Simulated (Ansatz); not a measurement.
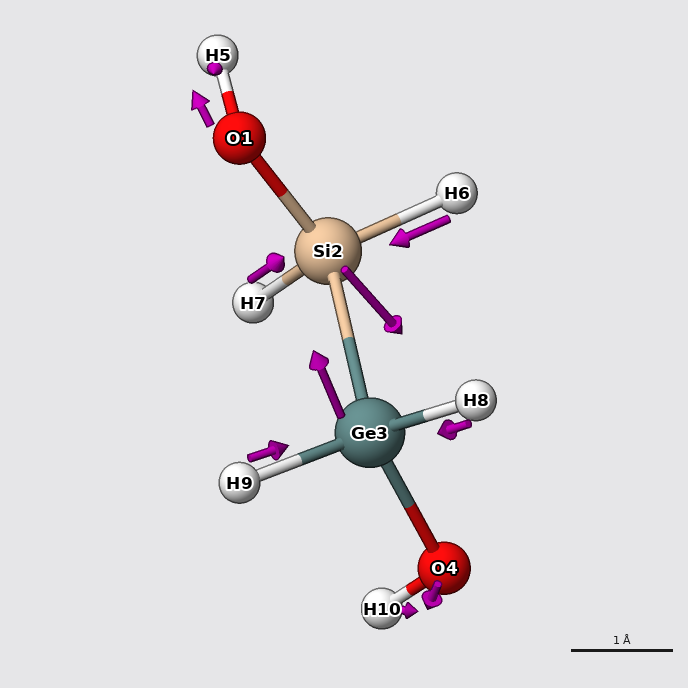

Arrows show the forces on the atoms, 4 Å of arrow for 1 eV/Å; forces under a tenth of the largest aren't drawn. Level of theory: ωB97M-V/def2-TZVPP (Ansatz 0.2.0).

On which atom is the force largest, and how large is it?

On Si2: 0.28 eV/Å.

Along which bond is the force strongest?

O1–Si2, now 1.653 Å: the forces push its atoms apart, so a first step downhill lengthens it.

List the force components in the frame of the picture (x right, y up, z towards the viewer), in eV/Å.

```tsv
atom	Fx	Fy	Fz
O1	−0.05	0.09	0.01
Si2	0.15	−0.16	−0.17
Ge3	−0.07	0.16	0.12
O4	−0.03	−0.07	−0.08
H5	0.00	−0.02	0.04
H6	−0.15	−0.07	0.06
H7	0.08	0.06	0.14
H8	−0.08	−0.03	−0.08
H9	0.10	0.03	−0.05
H10	0.05	0.00	0.02
```
